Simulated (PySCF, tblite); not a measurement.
**C₆H₁₂OSSi: geometry, infrared bands and NMR shifts**

What infrared bands and NMR shifts should C₆H₁₂OSSi (`C=C(SC)[C@@H]1[SiH2][C@@H]1OC`) show?

Programs: tblite 0.8.0 and PySCF 2.14.0, with density-fitted response routines of our own. Each step states its level of theory. These are calculated values for one molecule in the gas phase, unless marked as measured. Atoms are numbered from 0 throughout.

## (1) The molecule as given

21 atoms, charge 0, multiplicity 1; geometry from: force field or distance geometry start.

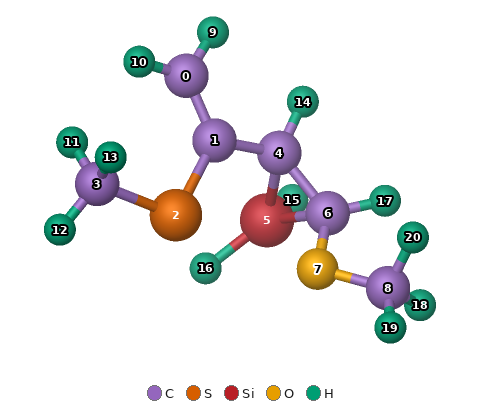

As it starts; carbon purple, sulfur orange, silicon red, oxygen amber, hydrogen teal, atoms numbered.

## (2) Optimising the geometry with GFN2-xTB

Job settings and geometry (Å):

```
{"job": {"kind": "relax", "xc": "GFN2-xTB", "basis": "xTB"}, "charge": 0, "multiplicity": 1}
C      1.323900     1.680600    -1.223500
C      0.722500     0.759400    -0.482600
S      1.495100    -0.804500    -0.044400
C      3.138400    -0.849600    -0.815900
C     -0.625900     1.031500     0.038300
Si    -0.718000     1.021200     1.912200
C     -1.570800     0.048200     0.553400
O     -1.296400    -1.309200     0.641700
C     -2.555000    -1.917000     0.386700
H      0.787400     2.625900    -1.445600
H      2.306500     1.573900    -1.643600
H      3.541700     0.177600    -0.804400
H      3.799200    -1.541100    -0.232100
H      3.087100    -1.137500    -1.886700
H     -1.073400     1.998000    -0.371200
H     -1.390600     2.161200     2.540300
H      0.380500     0.349100     2.621800
H     -2.641500     0.255500     0.330200
H     -3.322700    -1.603700     1.139300
H     -2.509700    -2.997700     0.301100
H     -2.887200    -1.505000    -0.613000
```

Command:

```bash
OMP_NUM_THREADS=1 python probes_run.py task.json out
```

One launch serves the whole session: the jobs run in the order shown.

The program printed:

```text
step      E/eV     max force
  0    -758.56035    2.724
  1    -758.81995    1.385
  2    -758.93163    1.081
  3    -759.02227    0.870
  4    -759.09660    0.737
  5    -759.14947    0.470
  6    -759.17953    0.362
  7    -759.20304    0.355
  8    -759.22078    0.301
  9    -759.23587    0.275
 10    -759.24767    0.254
 11    -759.25750    0.199
 12    -759.26609    0.184
 13    -759.27323    0.172
 14    -759.27992    0.185
 15    -759.28707    0.203
 16    -759.29397    0.228
 17    -759.29980    0.174
 18    -759.30437    0.149
 19    -759.30850    0.132
 20    -759.31341    0.165
 21    -759.31942    0.203
 22    -759.32573    0.212
 23    -759.33184    0.179
 24    -759.33805    0.174
 25    -759.34484    0.194
 26    -759.35295    0.218
 27    -759.36158    0.237
 28    -759.36894    0.181
 29    -759.37442    0.163
 30    -759.37891    0.131
 31    -759.38366    0.172
 32    -759.38836    0.144
 33    -759.39188    0.123
 34    -759.39424    0.098
 35    -759.39645    0.136
 36    -759.39925    0.149
 37    -759.40231    0.123
 38    -759.40478    0.102
 39    -759.40629    0.102
 40    -759.40787    0.086
 41    -759.40953    0.111
 42    -759.41174    0.112
 43    -759.41324    0.097
 44    -759.41464    0.093
 45    -759.41601    0.083
 46    -759.41793    0.111
 47    -759.42077    0.163
 48    -759.42480    0.182
 49    -759.42928    0.161
 50    -759.43331    0.161
 51    -759.43678    0.146
 52    -759.44010    0.135
 53    -759.44315    0.141
 54    -759.44358    0.375
 55    -759.44835    0.125
 56    -759.45057    0.104
 57    -759.45515    0.102
 58    -759.45747    0.114
 59    -759.46078    0.121
 60    -759.46323    0.128
 61    -759.46614    0.111
 62    -759.46875    0.148
 63    -759.47179    0.155
 64    -759.47495    0.132
 65    -759.47916    0.122
 66    -759.48151    0.123
 67    -759.48503    0.105
 68    -759.48695    0.105
 69    -759.48796    0.112
 70    -759.48936    0.092
 71    -759.49075    0.097
 72    -759.49207    0.076
 73    -759.49264    0.064
 74    -759.49360    0.066
 75    -759.49474    0.086
 76    -759.49617    0.093
 77    -759.49724    0.082
 78    -759.49797    0.063
 79    -759.49855    0.044
 80    -759.49918    0.049
 81    -759.49977    0.054
 82    -759.50021    0.044
 83    -759.50053    0.037
 84    -759.50082    0.033
 85    -759.50113    0.039
 86    -759.50149    0.044
 87    -759.50187    0.043
 88    -759.50231    0.046
 89    -759.50288    0.059
 90    -759.50357    0.064
 91    -759.50425    0.052
 92    -759.50472    0.041
 93    -759.50501    0.038
 94    -759.50527    0.041
 95    -759.50563    0.045
 96    -759.50631    0.039
 97    -759.50693    0.045
 98    -759.50747    0.044
 99    -759.50801    0.044
100    -759.50865    0.054
101    -759.50932    0.059
102    -759.50994    0.051
103    -759.51043    0.049
104    -759.51083    0.048
105    -759.51119    0.044
106    -759.51154    0.042
107    -759.51188    0.040
108    -759.51222    0.038
109    -759.51263    0.040
110    -759.51293    0.041
111    -759.51335    0.041
112    -759.51389    0.051
113    -759.51445    0.048
114    -759.51488    0.041
115    -759.51516    0.042
116    -759.51541    0.036
117    -759.51564    0.028
118    -759.51583    0.030
119    -759.51600    0.034
120    -759.51619    0.037
121    -759.51641    0.036
122    -759.51661    0.030
123    -759.51674    0.022
124    -759.51682    0.024
125    -759.51689    0.021
126    -759.51697    0.016
127    -759.51703    0.014
128    -759.51708    0.017
129    -759.51714    0.019
130    -759.51719    0.017
131    -759.51724    0.011
132    -759.51727    0.012
133    -759.51729    0.012
134    -759.51731    0.010
```

Run time: 4.2 s. Hardware: 1 thread of Intel Xeon at 2.50GHz, shared host; peak memory 0.18 GiB.

Relaxation path: (not every step is listed)

| step | energy from step 0 (eV) | largest force (eV/Å) |
| --- | --- | --- |
| 0 | 0.0000 | 2.7236 |
| 1 | -0.2596 | 1.3851 |
| 2 | -0.3713 | 1.0812 |
| 3 | -0.4619 | 0.8703 |
| 4 | -0.5362 | 0.7368 |
| 5 | -0.5891 | 0.4699 |
| 6 | -0.6192 | 0.3618 |
| 7 | -0.6427 | 0.3546 |
| 8 | -0.6604 | 0.3005 |
| 20 | -0.7531 | 0.1649 |
| 32 | -0.8280 | 0.1443 |
| 44 | -0.8543 | 0.0929 |
| 56 | -0.8902 | 0.1042 |
| 68 | -0.9266 | 0.1054 |
| 80 | -0.9388 | 0.0488 |
| 92 | -0.9444 | 0.0412 |
| 104 | -0.9505 | 0.0475 |
| 116 | -0.9551 | 0.0357 |
| 128 | -0.9567 | 0.0166 |
| 129 | -0.9568 | 0.0193 |
| 130 | -0.9568 | 0.0166 |
| 131 | -0.9569 | 0.0110 |
| 132 | -0.9569 | 0.0119 |
| 133 | -0.9569 | 0.0119 |
| 134 | -0.9570 | 0.0098 |

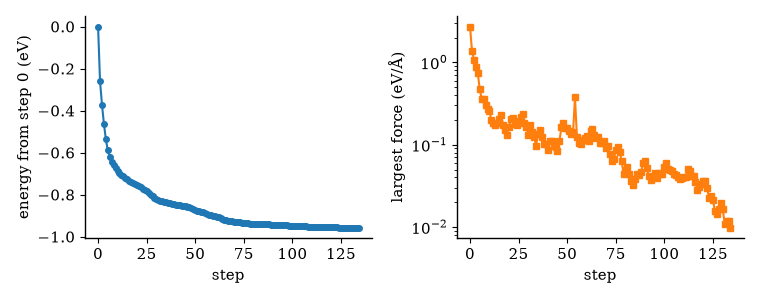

Energy and largest force along the relaxation.

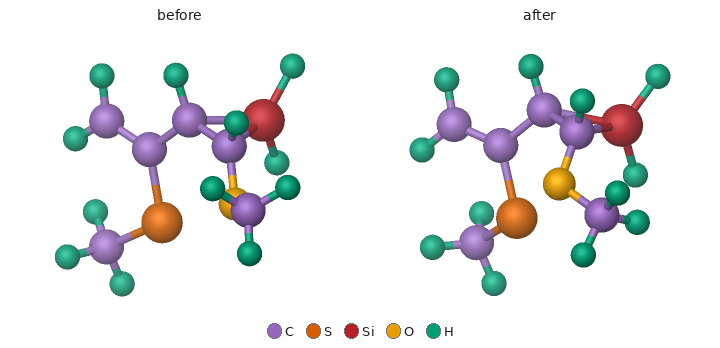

Before and after, at one scale.

Close pairs (by a distance rule), those that changed most:

| bond | before (Å) | after (Å) | change (Å) |
| --- | --- | --- | --- |
| C4–C6 | 1.458 | 1.533 | +0.075 |
| C4–H14 | 1.141 | 1.086 | -0.056 |
| C3–H12 | 1.121 | 1.085 | -0.035 |
| C8–H20 | 1.131 | 1.097 | -0.034 |
| C4–Si5 | 1.876 | 1.909 | +0.033 |
| C0–H9 | 1.109 | 1.077 | -0.032 |
| Si5–H16 | 1.470 | 1.444 | -0.026 |
| C1–S2 | 1.799 | 1.773 | -0.026 |

The next job starts from the end point, and lists it.

## (3) Vibrational analysis with GFN2-xTB

Job settings and geometry (Å):

```
{"job": {"kind": "ir", "xc": "GFN2-xTB", "basis": "xTB"}, "charge": 0, "multiplicity": 1}
C      1.361610     1.598260    -1.457407
C      0.645292     0.827265    -0.643745
S      1.099632    -0.842211    -0.258162
C      2.896107    -0.831213    -0.566203
C     -0.548351     1.310182     0.057193
Si    -0.815002     0.854642     1.891505
C     -1.715242     0.346979     0.301483
O     -1.564218    -0.920133    -0.257063
C     -2.242354    -1.930948     0.437207
H      1.070433     2.619242    -1.637849
H      2.240323     1.257296    -1.972278
H      3.336498     0.064187    -0.139464
H      3.287059    -1.714034    -0.070515
H      3.098710    -0.892479    -1.631239
H     -0.852629     2.294361    -0.285195
H     -1.477029     1.869333     2.691268
H      0.116051    -0.060130     2.509900
H     -2.699917     0.776219     0.096718
H     -1.907783    -1.982306     1.481554
H     -2.011816    -2.865878    -0.068924
H     -3.326296    -1.761690     0.423266
```

The program printed:

```text
mode    cm-1     km/mol
  1      53.1      3.47
  2      55.9      1.00
  3      86.1      2.57
  4     132.3      6.38
  5     139.3      4.45
  6     178.3      3.28
  7     197.0      0.14
  8     215.5      6.12
  9     246.3      6.91
 10     310.1      4.08
 11     333.0      0.26
 12     370.2      2.65
 13     443.9     12.87
 14     478.1      7.31
 15     501.6    125.46
 16     515.6     62.12
 17     587.0      2.52
 18     627.3      1.27
 19     672.3      2.97
 20     694.0     39.65
 21     716.0     72.19
 22     723.0     21.68
 23     736.2     37.78
 24     821.8     33.19
 25     874.7     35.60
 26     929.4      1.42
 27     941.9     10.63
 28     959.1     42.92
 29     985.2     46.90
 30    1027.7     20.82
 31    1063.9     40.43
 32    1132.5      8.90
 33    1146.2     43.02
 34    1189.3     63.97
 35    1208.9     24.33
 36    1261.8     23.56
 37    1291.9     21.17
 38    1309.1      1.32
 39    1401.7      0.82
 40    1412.9      7.03
 41    1451.0      4.25
 42    1463.0      5.41
 43    1467.7      4.32
 44    1484.0      3.82
 45    1649.8     62.15
 46    2359.8    299.54
 47    2430.4    248.77
 48    2882.5     73.05
 49    2887.3     53.63
 50    2913.5     62.32
 51    3005.6     37.10
 52    3027.1      7.43
 53    3031.6     12.41
 54    3036.8      8.95
 55    3055.6      5.79
 56    3104.5     25.57
 57    3148.3     26.28
```

Wall time 3.4 s (1 thread of Intel Xeon at 2.50GHz, shared host); peak memory 0.18 GiB.

The strongest bands and the atoms that carry them (share of the mass-weighted mode):

| cm⁻¹ | km/mol | atoms |
| --- | --- | --- |
| 502 | 125.5 | H15 42 %, H16 40 %, Si5 10 % |
| 716 | 72.2 | H16 35 %, H15 30 %, C4 11 % |
| 1189 | 64.0 | O7 23 %, C6 18 %, C1 11 %, H19 10 % |
| 1650 | 62.1 | C1 51 %, C0 41 % |
| 2360 | 299.5 | H15 96 % |
| 2430 | 248.8 | H16 96 % |
| 2882 | 73.0 | H17 92 % |
| 2914 | 62.3 | H20 68 %, H18 27 % |

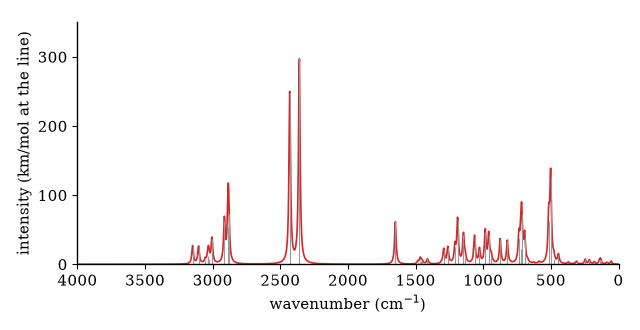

The infrared spectrum from these modes, unscaled. Lines are broadened to a width of 14 cm⁻¹ (Lorentzian).

## (4) NMR shieldings: PBE0/pcSseg-1

The job, as its differences from that of step 3:

```diff
@@ -1,2 +1,2 @@
-{"job": {"kind": "ir", "xc": "GFN2-xTB", "basis": "xTB"}, "charge": 0, "multiplicity": 1}
+{"job": {"kind": "nmr", "xc": "PBE0", "basis": "pcSseg-1"}, "charge": 0, "multiplicity": 1}
 C      1.361610     1.598260    -1.457407
```

Method: GIAO PBE0/pcSseg-1 NMR shielding, non-relativistic, gas phase.

The program printed:

```text
coarse grid: 18296 points
cycle   1  E = -997.8251840723  dE =  1.185e+00  |g| = 6.032e-01  |ddm| = 4.265e+00
cycle   2  E = -997.7256247073  dE =  9.956e-02  |g| = 9.128e-01  |ddm| = 1.654e+00
cycle   3  E = -997.9059676950  dE = -1.803e-01  |g| = 1.126e-01  |ddm| = 1.140e+00
cycle   4  E = -997.9081431796  dE = -2.175e-03  |g| = 4.682e-02  |ddm| = 1.298e-01
cycle   5  E = -997.9085866382  dE = -4.435e-04  |g| = 1.771e-02  |ddm| = 5.813e-02
cycle   6  E = -997.9086664308  dE = -7.979e-05  |g| = 5.366e-03  |ddm| = 2.764e-02
cycle   7  E = -997.9086733741  dE = -6.943e-06  |g| = 1.463e-03  |ddm| = 7.350e-03
final grid: 166592 points
cycle   8  E = -997.9762100790  dE = -3.699e-05  |g| = 1.396e-02  |ddm| = 4.159e-02
cycle   9  E = -997.9761651506  dE =  4.493e-05  |g| = 1.998e-02  |ddm| = 2.975e-02
cycle  10  E = -997.9762526236  dE = -8.747e-05  |g| = 1.767e-03  |ddm| = 1.909e-02
cycle  11  E = -997.9762533220  dE = -6.984e-07  |g| = 3.272e-04  |ddm| = 1.852e-03
cycle  12  E = -997.9762533429  dE = -2.091e-08  |g| = 1.781e-04  |ddm| = 6.116e-04
cycle  13  E = -997.9762533507  dE = -7.815e-09  |g| = 4.805e-05  |ddm| = 2.504e-04
cycle  14  E = -997.9762533513  dE = -5.459e-10  |g| = 1.425e-05  |ddm| = 6.899e-05
converged SCF energy = -997.9762533513

GIAO shielding tensors (ppm)
atom      isotropic    diamagn.    paramagn.     s11        s22        s33       span
  0 C       79.075     251.538    -172.463    -21.060     99.875    158.410    179.470
  1 C       27.264     259.158    -231.894    -84.797     26.492    140.098    224.895
  2 S      486.127    1059.359    -573.233    342.554    434.292    681.534    338.980
  3 C      162.876     253.338     -90.462    143.543    159.327    185.759     42.216
  4 C      155.590     252.796     -97.205    124.056    141.900    200.815     76.759
  5 Si     491.557     881.421    -389.864    389.081    420.364    665.225    276.145
  6 C      117.894     249.056    -131.162     63.997    102.877    186.807    122.809
  7 O      311.051     400.079     -89.028    278.695    295.845    358.612     79.917
  8 C      123.898     243.064    -119.166     85.319    103.689    182.684     97.365
  9 H       26.229      31.450      -5.222     22.971     24.537     31.178      8.207
 10 H       27.071      32.368      -5.297     23.847     24.637     32.729      8.882
 11 H       29.969      31.625      -1.656     25.283     28.254     36.370     11.088
 12 H       29.790      30.300      -0.510     24.527     27.143     37.700     13.174
 13 H       29.232      31.037      -1.805     24.207     26.684     36.806     12.599
 14 H       29.129      33.383      -4.254     23.140     27.293     36.954     13.814
 15 H       29.325      30.569      -1.243     24.049     25.783     38.144     14.095
 16 H       27.946      30.610      -2.664     22.320     28.565     32.955     10.635
 17 H       27.566      31.085      -3.519     22.409     26.592     33.698     11.289
 18 H       28.660      29.209      -0.549     25.227     27.300     33.453      8.226
 19 H       27.856      29.024      -1.168     23.561     25.094     34.912     11.351
 20 H       28.268      27.359       0.909     24.239     25.291     35.273     11.034
```

Run time: 2.8 min. Hardware: 1 thread of Intel Xeon at 2.50GHz, shared host; peak memory 1.1 GiB.

Shifts follow as δ = σ(reference) − σ, with reference shieldings (ppm) from runs at the same level and on the same kind of geometry: 1H TMS 31.72, 13C TMS 186.9, 29Si TMS 349.2, 17O H2O 336.1, 33S CS2 504. The references are single molecules in the gas phase, so shifts against H2O, NH3, PH3, H3PO4 or CFCl3 are not on the usual liquid scales and can be off by tens of ppm. Atoms listed in one row are averaged.

```csv
atoms,environment,σ (ppm),δ (ppm),δ scaled to CDCl3
C1,fully substituted alkene carbon,27.3,159.7,149.5
C0,terminal =CH2 carbon,79.1,107.8,103.3
C6,three-membered-ring carbon,117.9,69.0,65.5
C8,methyl carbon bonded to O,123.9,63.0,59.6
C4,three-membered-ring carbon,155.6,31.3,28.7
C3,methyl carbon bonded to S,162.9,24.0,17.1
H9,hydrogen on a terminal =CH2 carbon,26.23,5.49,5.28
H10,hydrogen on a terminal =CH2 carbon,27.07,4.65,4.49
H17,hydrogen on a three-membered-ring carbon,27.57,4.15,4.02
H16,"hydrogen on a silicon bonded to 2 C, in a 3-membered ring",27.95,3.77,–
"H18, H19, H20",hydrogen on a methyl carbon bonded to O,28.26,3.46,3.36
H14,hydrogen on a three-membered-ring carbon,29.13,2.59,2.55
H15,"hydrogen on a silicon bonded to 2 C, in a 3-membered ring",29.33,2.39,–
"H11, H12, H13",hydrogen on a methyl carbon bonded to S,29.66,2.05,2.04
S2,sulfide sulfur,486,18,–
Si5,"silicon bonded to 2 C, 2 H, in a 3-membered ring",491.6,-142.4,–
O7,ether oxygen,311.1,25.0,–
```

The scaled column applies a straight-line fit of computed shieldings to shifts measured in CDCl3, with any fitted terms for Cl, Br or S neighbours (root-mean-square error 0.16 ppm for H, 1.9 ppm for C).

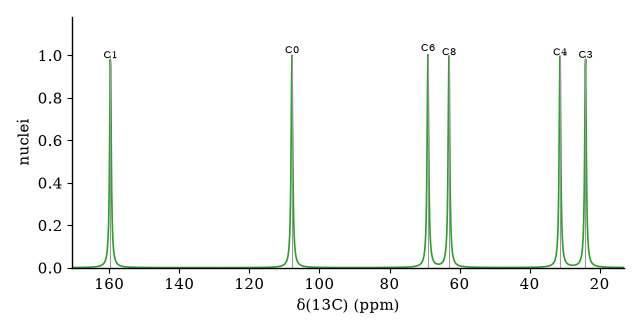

13C lines at the computed shifts, without couplings. Lines are broadened to a width of 0.54 ppm (Lorentzian).

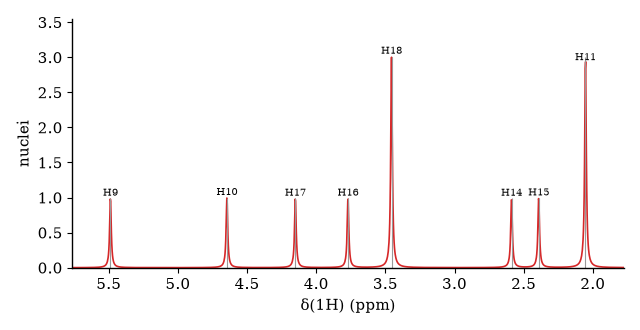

1H lines at the computed shifts, without couplings. Lines are broadened to a width of 0.01 ppm (Lorentzian).

The run also stored atomic charges by several schemes (e):

| atoms | Mulliken | IAO | Hirshfeld | ESP fit |
| --- | --- | --- | --- | --- |
| C0 | -0.07 | -0.38 | -0.14 | -0.56 |
| C1 | -0.30 | -0.07 | -0.01 | 0.17 |
| S2 | 0.05 | 0.15 | 0.04 | -0.06 |
| C3 | -0.39 | -0.52 | -0.12 | -0.54 |
| C4 | -0.35 | -0.35 | -0.12 | -0.19 |
| Si5 | 0.47 | 0.56 | 0.27 | 0.10 |
| C6 | -0.06 | -0.15 | -0.04 | -0.10 |
| O7 | -0.48 | -0.36 | -0.12 | -0.23 |
| C8 | -0.01 | -0.19 | -0.04 | -0.21 |

Mulliken charges:

C0 -0.07; C1 -0.30; S2 0.05; C3 -0.39; C4 -0.35; Si5 0.47; C6 -0.06; O7 -0.48; C8 -0.01; H9 0.10; H10 0.11; H11 0.15; H12 0.15; H13 0.15; H14 0.13; H15 -0.06; H16 -0.01; H17 0.13; H18 0.09; H19 0.12; H20 0.09

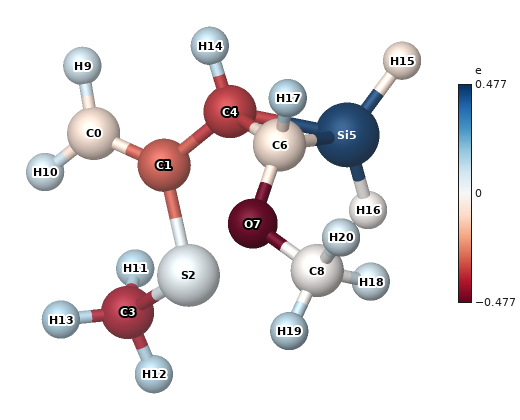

Mulliken charges, as colours on the atoms.

Mayer bond orders: C0–C1 1.87, C1–S2 1.04, S2–C3 0.99, C1–C4 1.04, C4–Si5 0.86, Si5–C6 0.91, C6–O7 0.94, O7–C8 0.92, C6–C4 0.87.

Ring of atoms C4, Si5, C6: NICS(0) -24.2, NICS(1) -7.8, NICS(1)zz -18.3 ppm (means of both faces; NICS(1) differs between them: -9.6 and -6.0).

In rings of three or four atoms NICS is ruled by the nearby σ bonds, so it says little on aromaticity.

The fields below are evaluated on a grid from the run's orbitals.

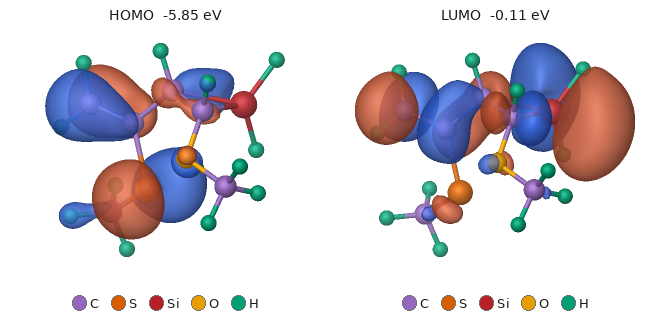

Frontier orbitals at PBE0/pcSseg-1; each surface holds 70 % of the orbital's density, blue and red mark the sign.

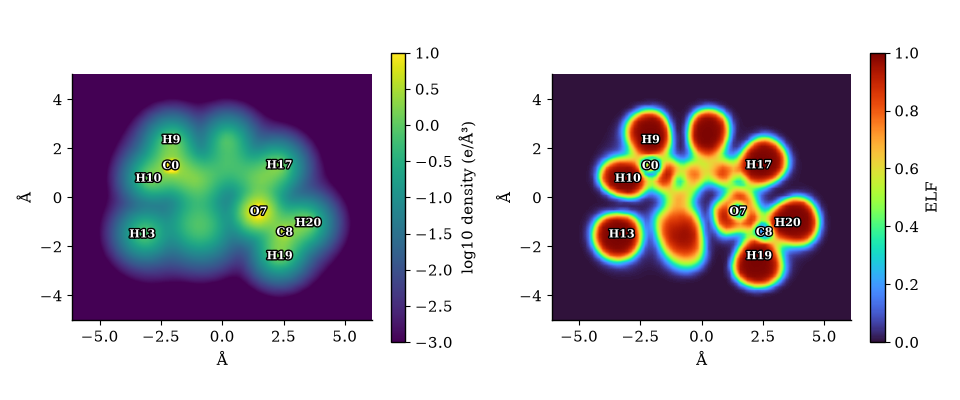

Density (left) and ELF (right) in a plane through or near 9 of the atoms.

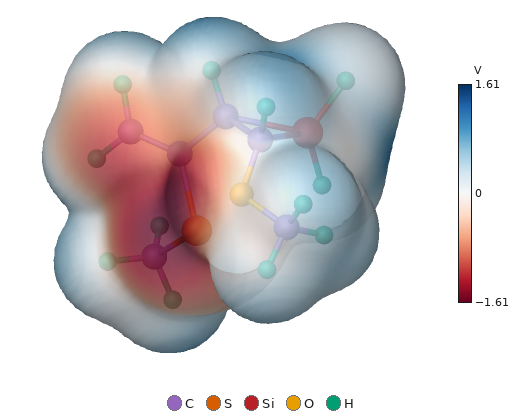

The potential that a unit positive charge feels on the 0.002 e/bohr³ surface, from -1.61 V near O7 to 0.90 V near H16.

## (5) What came out

```
                                                              quantity                                               value
                             strongest single infrared mode (GFN2-xTB)                               2360 cm⁻¹, 300 km/mol
                                          zero-point energy (GFN2-xTB)                                      100.6 kcal/mol
                                13C shifts against TMS (PBE0/pcSseg-1)            159.7, 107.8, 69.0, 63.0, 31.3, 24.0 ppm
1H shifts against TMS (PBE0/pcSseg-1, means over atoms taken as alike)  5.49, 4.65, 4.15, 3.77, 3.46, 2.59, 2.39, 2.05 ppm
                                33S shifts against CS2 (PBE0/pcSseg-1)                                              18 ppm
                               29Si shifts against TMS (PBE0/pcSseg-1)                                          -142.4 ppm
                                17O shifts against H2O (PBE0/pcSseg-1)                                            25.0 ppm
                                 surface potential, least and greatest                                  -1.61 V and 0.90 V
```

**Reading.** Relaxing lowered the energy by 0.957 eV in 134 steps; the close pair that moved most is C4–C6, from 1.458 to 1.533 Å. No mode is imaginary among the 57: a minimum at this level. The strongest single mode, at 2360 cm⁻¹, moves mainly H15. Unscaled tight-binding wavenumbers are off by several per cent, some by more. Its intensities can rank the bands wrongly. The most deshielded carbon is C1 (fully substituted alkene carbon), at 159.7 ppm: as expected for a trigonal carbon in a double bond. At PBE0/pcSseg-1: The widest tensor belongs to S2: span 339 ppm, with a paramagnetic part of -573 ppm.
